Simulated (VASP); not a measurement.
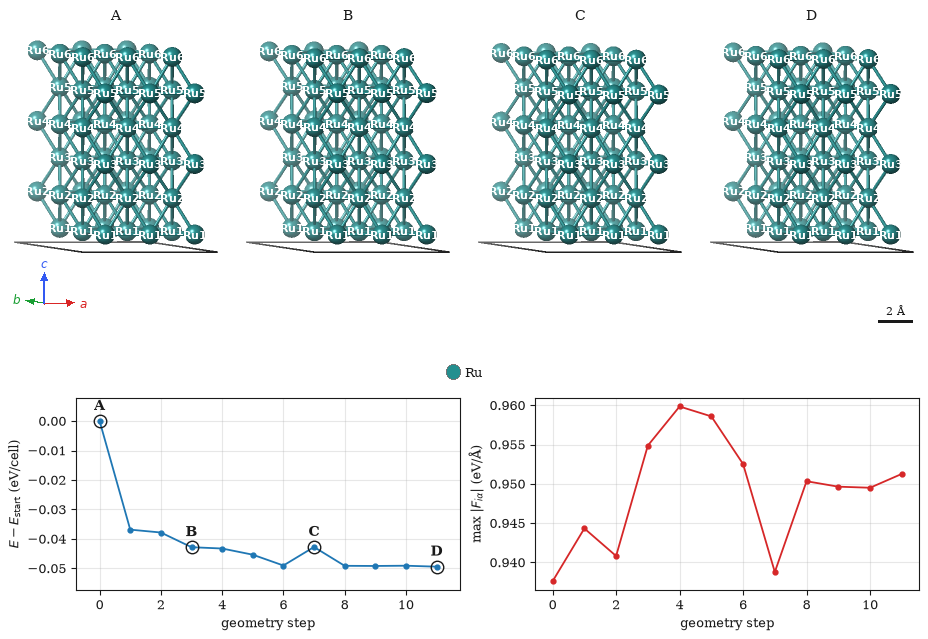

Frames of a relaxation of a slab of composition Ru, marked on the history of the run. The picture is a ball-and-stick view of the 3 × 3 repeat of the cell, outlined in the plane, without the vacuum, seen from a free direction.

The run lets the atoms move in a fixed cell. 3 atoms are held fixed.

Theory: Kohn-Sham DFT of a periodic cell, PBE with TS, VASP PAW PBE potentials, recommended (VASP 6.6.1).

Input file:
```
SYSTEM = Ru
ALGO = Normal
DIPOL = 0.5 0.5 0.500
EDIFF = 1E-6
EDIFFG = -0.01
ENCUT = 520
GGA = PE
IBRION = 2
IDIPOL = 3
ISIF = 2
ISMEAR = 0
IVDW = 2
LASPH = .TRUE.
LCHARG = .FALSE.
LDIPOL = .TRUE.
LREAL = .FALSE.
LWAVE = .FALSE.
NELM = 60
NSW = 60
PREC = Accurate
SIGMA = 0.05
```

Launched with:
```bash
cat potpaw_PBE.64/Ru_pv/POTCAR > POTCAR
mpirun -np 1 vasp_std > vasp.out
```

Describe the path.

Answer. Over 11 geometry steps the energy falls by 49.4 meV per cell of the calculation. Largest force component: 0.94 eV/Å at the start, 0.95 eV/Å at the end. Ru6 moves most: 0.12 Å along the normal (−c). The cell stays as it was. Among the contacts that change: Ru5–Ru6 2.650 → 2.578 Å, Ru4–Ru5 2.650 → 2.631 Å, Ru3–Ru4 2.650 → 2.643 Å. It ran on 1 thread of Intel(R) Xeon(R) Platinum 8375C CPU @ 2.90GHz (Ice Lake) (shared host). From step 0 to 3: Ru6 moves most (0.07 Å), energy −42.8 meV per cell of the calculation. From step 3 to 7: Ru6 moves most (0.09 Å), energy +0.1 meV per cell of the calculation. From step 7 to 11: Ru atoms move most (0.04 Å), energy −6.7 meV per cell of the calculation.

```tsv
step	E − E(0), meV/atom	largest force component, eV/Å
0	0.00	0.9376
1	-6.14	0.9443
2	-6.30	0.9408
3	-7.13	0.9549
4	-7.21	0.9598
5	-7.56	0.9586
6	-8.17	0.9525
7	-7.12	0.9388
8	-8.19	0.9503
9	-8.20	0.9496
10	-8.18	0.9495
11	-8.24	0.9513
```
